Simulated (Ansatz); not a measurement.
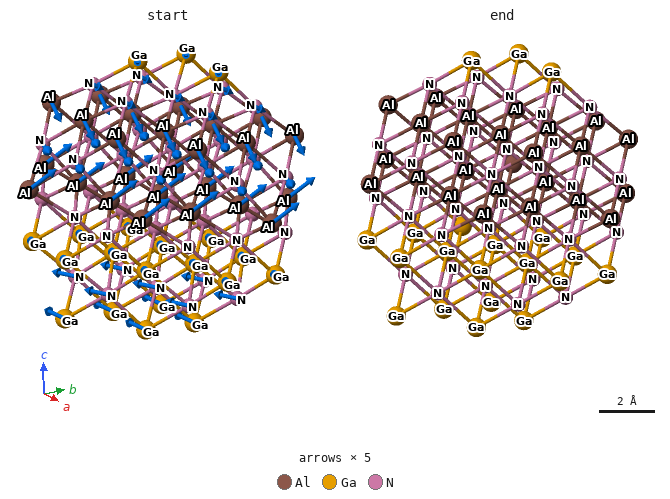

The structure of solid Al₂Ga₃N₅ (a generated structure, set up in P1) (coarse preliminary run) before (left) and after (right) a relaxation, at one scale. The blue arrows give the displacements (the part carried along by the change of the cell is left out), 5 times their true length.

The picture is a ball-and-stick view of the atoms within 5.8 Å of the atom that moves most (axes of the cell of the calculation, reduced to other axes), seen slightly off an axis. Lengths and directions refer to the drawn axes.

Level of theory: DFT PBE, scalar-relativistic, plane waves, PAW (Ansatz). Settings: plane-wave cutoff 420 eV; k-point mesh 6 × 6 × 6; occupations gaussian; smearing width 0.1 eV; no spin polarisation; cell and atoms relaxed; force threshold 0.025 eV/Å; at most 60 steps.

Question: What changed between the two?

Answer: The energy falls by 1.286 eV per cell of the calculation in 4 accepted moves (5 points after the start). The largest force component goes from 5.6 to 0.015 eV/Å. Pressure: 6.93 GPa at the start and 0.03 GPa at the end. The SCF was repeated once at an unchanged geometry on a basis and grid sized afresh for the cell, which shifted the energy by 2.0 meV per cell of the calculation at most. The largest moves relative to the cell, 0.26 Å, are those of Al and Ga atoms. Largest moves by element: Al 0.26 Å, Ga 0.26 Å, N 0.23 Å. The drawn cell changes as follows: a 2.928 → 2.961 Å (+1.1 %), b 2.967 → 2.962 Å (−0.2 %), c 12.177 → 12.228 Å (+0.4 %), α 96.4° → 96.9°, β 90.3° → 90.0°, γ 119.0° → 120.0°; the volume changes by +0.2 %. Some distances before and after: Al–N 2.343 → 2.072 Å, Al–N 1.793 → 2.059 Å, Ga–N 1.933 → 2.110 Å, Al–N 1.887 → 2.059 Å. Among the angles between lasting bonds that change: N–Al–N 164.7° → 179.5°, N–Al–N 79.9° → 91.2°, Al–N–Al 79.9° → 91.2°. The space group (tolerance 0.01 Å) goes from P1 (No. 1) to R-3m (No. 166). Cost: 2.6 min on 4 threads of AMD EPYC (Zen 3), on a shared host, peak memory 0.71 GiB.
